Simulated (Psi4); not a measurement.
**PN (phosphorus nitride) at B3LYP/def2-TZVP (sweep point 8)**

Aim: the energy change on altering one bond length of PN (phosphorus nitride) at B3LYP/def2-TZVP (sweep point 8), from 2 runs. 

Program for the calculation: Psi4 1.11.

## (1) Starting point

PN has 2 atoms, charge 0, and is taken as a singlet. As SMILES, `N#P`. The bond length is the measured one.

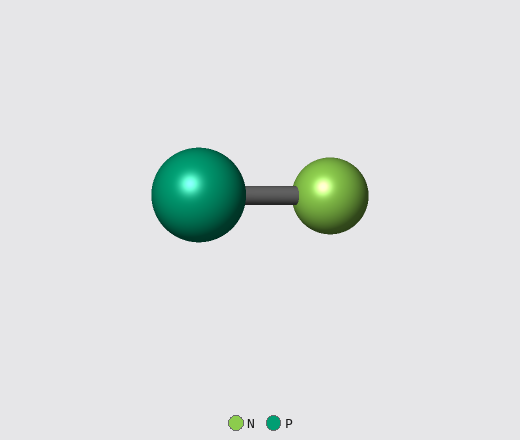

Viewed from a chosen angle; nitrogen green, phosphorus teal.

## (2) A single-point energy at B3LYP/def2-TZVP (sweep point 8)

The input, run.py:

```python
import psi4

psi4.set_memory('1600 MB')
psi4.set_num_threads(1)
psi4.set_output_file('run.log', False)

m = psi4.geometry("""
N      0.000000     0.000000     0.000000
P      0.000000     0.000000     1.490866
symmetry c1
""")

psi4.set_options(dict(basis='def2-TZVP', puream=True, scf_type='pk', dft_radial_points=99, dft_spherical_points=590))

energy_value = psi4.energy("b3lyp", molecule=m)
print(f'b3lyp energy: {energy_value:.10f} Eh')
for k, v in sorted(psi4.core.scalar_variables().items()):
    print(f'{k:45s} {v:18.10f}')
```

Command:

```console
$ python run.py
```

run.log:

```text
[...]
  Running in c1 symmetry.
[...]
  Nuclear repulsion =   37.269350243650337
[...]
  Multiplicity = 1
[...]
  Nalpha       = 11
  Nbeta        = 11
[...]
    Number of basis functions: 68
[...]
   @RKS iter   1:  -395.67985750653207   -5.89665e-02   1.44083e-02 ADIIS/DIIS
[...]
   @RKS iter   9:  -396.11579659892732   -4.11126e-09   5.11458e-07 DIIS
[...]
    Orbital Energies [Eh]
    ---------------------
    Doubly Occupied:
       1A    -77.103643     2A    -14.351342     3A     -6.592440
       4A     -4.753424     5A     -4.753424     6A     -4.748452
       7A     -0.853806     8A     -0.498338     9A     -0.337971
      10A     -0.337971    11A     -0.330317
[...]
  @RKS Final Energy:  -396.11579659892732
   => Energetics <=
    Nuclear Repulsion Energy =             37.2693502436503366
    One-Electron Energy =                -620.1411350127065134
    Two-Electron Energy =                 211.0071887906979100
    DFT Exchange-Correlation Energy =     -24.2512006205690618
    Empirical Dispersion Energy =           0.0000000000000000
    VV10 Nonlocal Energy =                  0.0000000000000000
    Total Energy =                       -396.1157965989273180
[...]
 Multipole Moments:
 ------------------------------------------------------------------------------------
     Multipole            Electronic (a.u.)      Nuclear  (a.u.)        Total (a.u.)
 ------------------------------------------------------------------------------------
 L = 1.  Multiply by 2.5417464519 to convert [e a0] to [Debye]
 Dipole X            :         -0.0000000            0.0000000           -0.0000000
 Dipole Y            :          0.0000000            0.0000000            0.0000000
 Dipole Z            :          1.5560335           -0.4240837            1.1319497
 Magnitude           :                                                    1.1319497
[...]
```

On the terminal:

```text
b3lyp energy: -396.1157965989 Eh
CURRENT ENERGY                                   -396.1157965989
CURRENT REFERENCE ENERGY                         -396.1157965989
DD SOLVATION ENERGY                                 0.0000000000
DFT FUNCTIONAL TOTAL ENERGY                      -396.1157965989
DFT TOTAL ENERGY                                 -396.1157965989
DFT VV10 ENERGY                                     0.0000000000
DFT XC ENERGY                                     -24.2512006206
GRID ELECTRONS ALPHA                               11.0000000092
GRID ELECTRONS BETA                                11.0000000092
GRID ELECTRONS TOTAL                               22.0000000184
NUCLEAR REPULSION ENERGY                           37.2693502437
ONE-ELECTRON ENERGY                              -620.1411350127
PCM POLARIZATION ENERGY                             0.0000000000
PE ENERGY                                           0.0000000000
SCF ITERATION ENERGY                             -396.1157965989
SCF ITERATIONS                                      9.0000000000
SCF TOTAL ENERGY                                 -396.1157965989
TWO-ELECTRON ENERGY                               211.0071887907
XC GRID RADIAL POINTS                              99.0000000000
XC GRID SPHERICAL POINTS                          590.0000000000
XC GRID TOTAL POINTS                           110443.0000000000
```

Wall time 6.3 s (1 thread of Intel Xeon Platinum 8259CL at 2.50GHz (Skylake/Cascade Lake), shared host); peak memory 0.45 GiB.

## (3) The distorted shape, same level

The input, job.py:

```python
import psi4

psi4.set_memory('1600 MB')
psi4.set_num_threads(1)
psi4.core.set_output_file('run.log', False)

geom = psi4.geometry("""
0 1
N      0.000000     0.000000    -0.298134
P      0.000000     0.000000     1.490866
symmetry c1
""")

psi4.set_options({
    'basis': 'def2-TZVP',
    'reference': 'rks',
    'puream': True,
    'scf_type': 'pk',
    'dft_radial_points': 99,
    'dft_spherical_points': 590,
})

E = psi4.energy("b3lyp")
print(f'b3lyp energy: {E:.10f} Eh')
for k, v in sorted(psi4.core.scalar_variables().items()):
    print(f'{k:45s} {v:18.10f}')
```

Command:

```console
$ python job.py
```

run.log:

```text
[...]
  Running in c1 symmetry.
[...]
  Nuclear repulsion =   31.058472398183344
[...]
  Multiplicity = 1
[...]
  Nalpha       = 11
  Nbeta        = 11
[...]
    Number of basis functions: 68
[...]
   @RKS iter   1:  -395.53310562199772   -2.18148e-01   1.49323e-02 ADIIS/DIIS
[...]
   @RKS iter  10:  -396.04542528642287   -3.03390e-09   1.85516e-07 DIIS
[...]
    Orbital Energies [Eh]
    ---------------------
    Doubly Occupied:
       1A    -77.146788     2A    -14.403665     3A     -6.623797
       4A     -4.785271     5A     -4.785271     6A     -4.780908
       7A     -0.786094     8A     -0.539040     9A     -0.332043
      10A     -0.304763    11A     -0.304763
[...]
  @RKS Final Energy:  -396.04542528642287
   => Energetics <=
    Nuclear Repulsion Energy =             31.0584723981833442
    One-Electron Energy =                -607.4145987939530187
    Two-Electron Energy =                 204.4173239287365504
    DFT Exchange-Correlation Energy =     -24.1066228193897309
    Empirical Dispersion Energy =           0.0000000000000000
    VV10 Nonlocal Energy =                  0.0000000000000000
    Total Energy =                       -396.0454252864228692
[...]
 Multipole Moments:
 ------------------------------------------------------------------------------------
     Multipole            Electronic (a.u.)      Nuclear  (a.u.)        Total (a.u.)
 ------------------------------------------------------------------------------------
 L = 1.  Multiply by 2.5417464519 to convert [e a0] to [Debye]
 Dipole X            :          0.0000000            0.0000000            0.0000000
 Dipole Y            :          0.0000000            0.0000000            0.0000000
 Dipole Z            :          1.5932319           -0.5088893            1.0843426
 Magnitude           :                                                    1.0843426
[...]
```

The script printed:

```text
b3lyp energy: -396.0454252864 Eh
CURRENT ENERGY                                   -396.0454252864
CURRENT REFERENCE ENERGY                         -396.0454252864
DD SOLVATION ENERGY                                 0.0000000000
DFT FUNCTIONAL TOTAL ENERGY                      -396.0454252864
DFT TOTAL ENERGY                                 -396.0454252864
DFT VV10 ENERGY                                     0.0000000000
DFT XC ENERGY                                     -24.1066228194
GRID ELECTRONS ALPHA                               10.9999999876
GRID ELECTRONS BETA                                10.9999999876
GRID ELECTRONS TOTAL                               21.9999999753
NUCLEAR REPULSION ENERGY                           31.0584723982
ONE-ELECTRON ENERGY                              -607.4145987940
PCM POLARIZATION ENERGY                             0.0000000000
PE ENERGY                                           0.0000000000
SCF ITERATION ENERGY                             -396.0454252864
SCF ITERATIONS                                     10.0000000000
SCF TOTAL ENERGY                                 -396.0454252864
TWO-ELECTRON ENERGY                               204.4173239287
XC GRID RADIAL POINTS                              99.0000000000
XC GRID SPHERICAL POINTS                          590.0000000000
XC GRID TOTAL POINTS                           110545.0000000000
```

Wall time 6.9 s (1 thread of Intel Xeon Platinum 8259CL at 2.50GHz (Skylake/Cascade Lake), shared host); peak memory 0.45 GiB.

## (4) What came out

Level: B3LYP/def2-TZVP (sweep point 8).

| quantity | value |
| --- | --- |
| first shape: total energy | -396.11580 Eh |
| first shape: dipole moment | 2.88 D |
| first shape: HOMO energy | -8.99 eV |
| first shape: LUMO energy | -2.57 eV |
| first shape: HOMO–LUMO gap | 6.41 eV |
| distorted shape: total energy | -396.04543 Eh |
| distorted shape: dipole moment | 2.76 D |
| distorted shape: HOMO energy | -8.29 eV |
| distorted shape: LUMO energy | -3.67 eV |
| distorted shape: HOMO–LUMO gap | 4.63 eV |
| energy change with the N1–P2 bond stretched from 1.491 to 1.789 Å | 1.915 eV |

In words: With the N1–P2 bond stretched from 1.491 to 1.789 Å the energy rises by 1.91 eV (185 kJ/mol). The first shape isn't relaxed at this level, so the change isn't measured from a minimum.
